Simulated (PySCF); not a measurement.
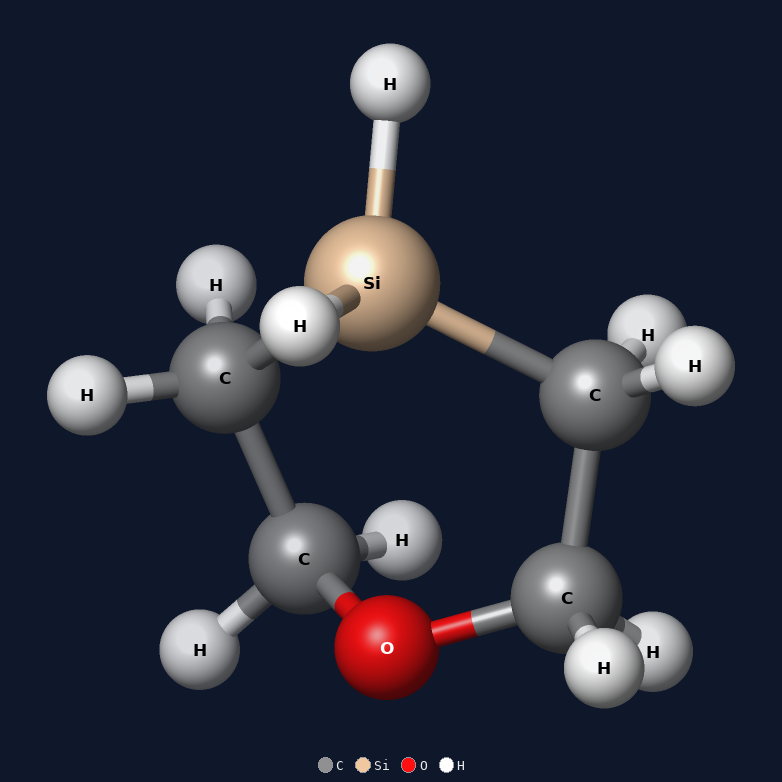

A ball-and-stick model of a molecule.

Which formula does it have?

C₄H₁₀OSi, 16 atoms: 4 carbon, 10 hydrogen, 1 oxygen and 1 silicon.

Name some functional groups or characteristic bonds that it holds.

Among them: ether, Si–H bond.

More results for the same structure follow; atom numbers are the same in all pictures, views and colours differ. Computed geometry: PBE0-D3(BJ)/def2-SVP optimisation. No frequency run is at hand to confirm it as a minimum.

Symmetry

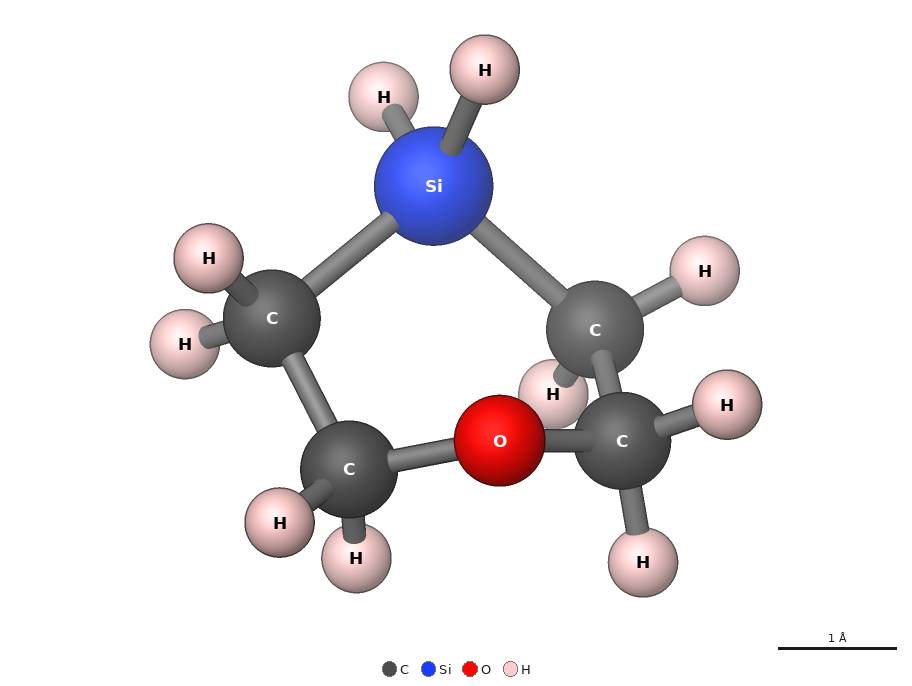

Distant atoms are faded towards the background colour. No frequency run is at hand to confirm it as a minimum. Masses are those of the most abundant isotopes; constants are for the rigid equilibrium geometry.

What kind of rotor is it, and what are its rotational constants in GHz?

An asymmetric top (C1): A = 3.79, B = 3.14, C = 2.00 GHz. Ray's parameter κ is 0.28, nearer the oblate limit.

Quadrupole coupling

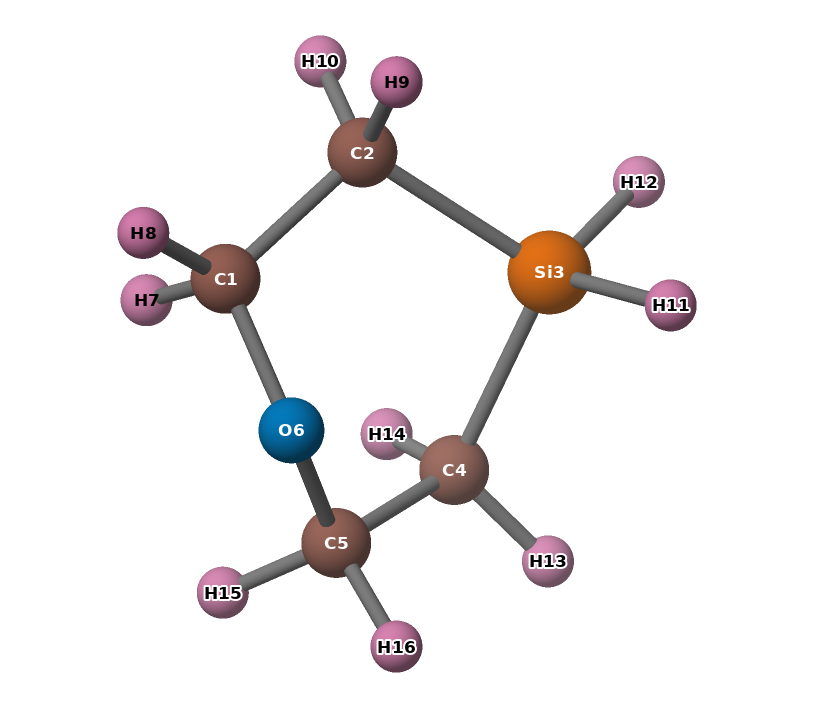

No frequency run is at hand to confirm it as a minimum. Electric field gradients from the ground-state density, PBE0/STO-3G (PySCF 2.14.0), non-relativistic apart from any core potentials.

Give the largest field-gradient component, the quadrupole coupling constant and the asymmetry for 17O at O6 (Q = −25.6 mb).

```csv
atom,V_zz (a.u.),e²qQ/h (MHz),η
O6,−2.309,13.89,0.94
```

NMR shielding

The questions are on isotropic NMR shieldings of the C atoms. No frequency run is at hand to confirm it as a minimum. Method: GIAO PBE0/def2-TZVP NMR shielding, non-relativistic, gas phase (PySCF 2.14.0).

Give the isotropic NMR shieldings of the C atoms atom by atom.

```csv
atom,σ (ppm)
C1,121.7
C2,177.3
C4,178.4
C5,119.8
```

Electronic properties

No frequency run is at hand to confirm it as a minimum. Properties computed with PBE0/6-31G, gas phase (PySCF 2.14.0).

Predict the main results.

- dipole moment: 1.69 D
- HOMO energy (Kohn–Sham orbital): −7.11 eV
- LUMO energy (Kohn–Sham orbital): 1.51 eV
- HOMO–LUMO gap: 8.62 eV

Charges

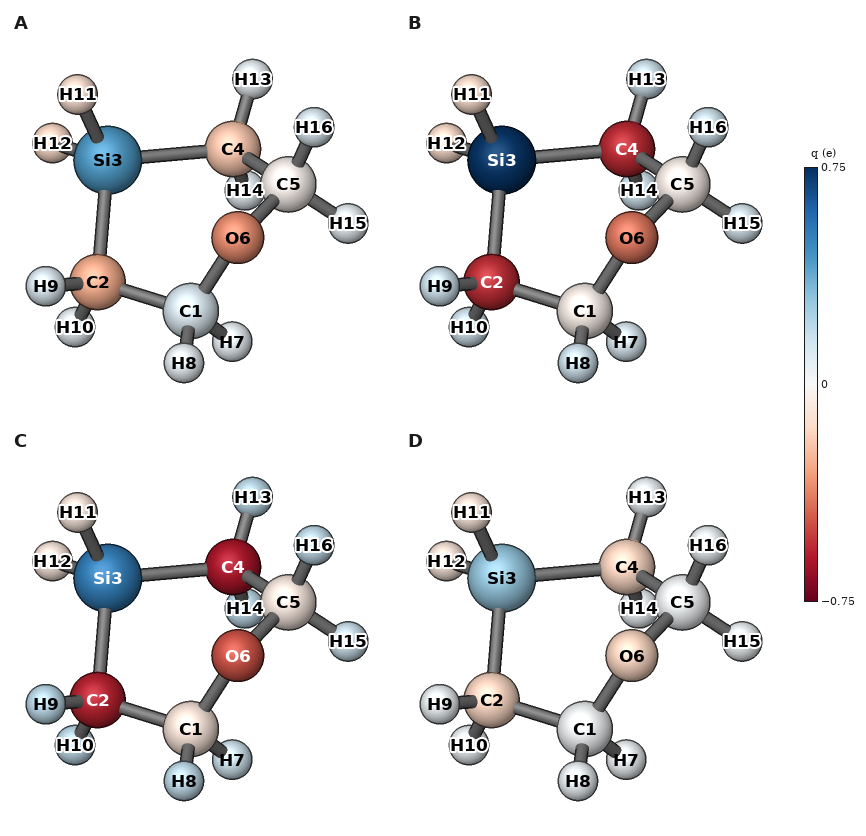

Atomic charges of one calculation by 4 schemes, on one colour scale. No frequency run is at hand to confirm it as a minimum. Method: PBE0/6-31G* (PySCF 2.14.0).

The schemes are ESP-fitted, Hirshfeld, IAO, Mulliken. Which panel shows which?

A ESP-fitted, B IAO, C Mulliken, D Hirshfeld.

List the charges (e), one line for each set of equivalent atoms.

```json
{"atom": "C1", "ESP-fitted": "0.10", "IAO": "−0.04", "Mulliken": "−0.08", "Hirshfeld": "0.02"}
{"atom": "C2", "ESP-fitted": "−0.27", "IAO": "−0.55", "Mulliken": "−0.58", "Hirshfeld": "−0.15"}
{"atom": "Si3", "ESP-fitted": "0.42", "IAO": "0.74", "Mulliken": "0.52", "Hirshfeld": "0.29"}
{"atom": "C4", "ESP-fitted": "−0.20", "IAO": "−0.56", "Mulliken": "−0.61", "Hirshfeld": "−0.16"}
{"atom": "C5", "ESP-fitted": "−0.03", "IAO": "−0.04", "Mulliken": "−0.07", "Hirshfeld": "0.02"}
{"atom": "O6", "ESP-fitted": "−0.35", "IAO": "−0.40", "Mulliken": "−0.47", "Hirshfeld": "−0.15"}
{"atom": "H7", "ESP-fitted": "0.06", "IAO": "0.11", "Mulliken": "0.15", "Hirshfeld": "0.03"}
{"atom": "H8", "ESP-fitted": "0.06", "IAO": "0.15", "Mulliken": "0.18", "Hirshfeld": "0.04"}
{"atom": "H9", "ESP-fitted": "0.10", "IAO": "0.15", "Mulliken": "0.20", "Hirshfeld": "0.04"}
{"atom": "H10", "ESP-fitted": "0.07", "IAO": "0.15", "Mulliken": "0.19", "Hirshfeld": "0.04"}
{"atom": "H11", "ESP-fitted": "−0.11", "IAO": "−0.12", "Mulliken": "−0.07", "Hirshfeld": "−0.08"}
{"atom": "H12", "ESP-fitted": "−0.14", "IAO": "−0.13", "Mulliken": "−0.08", "Hirshfeld": "−0.09"}
{"atom": "H13", "ESP-fitted": "0.06", "IAO": "0.15", "Mulliken": "0.20", "Hirshfeld": "0.04"}
{"atom": "H14", "ESP-fitted": "0.08", "IAO": "0.14", "Mulliken": "0.19", "Hirshfeld": "0.04"}
{"atom": "H15", "ESP-fitted": "0.06", "IAO": "0.11", "Mulliken": "0.16", "Hirshfeld": "0.03"}
{"atom": "H16", "ESP-fitted": "0.11", "IAO": "0.15", "Mulliken": "0.18", "Hirshfeld": "0.04"}
```

Mulliken values depend strongly on the basis set and can even reverse the polarity of a bond.
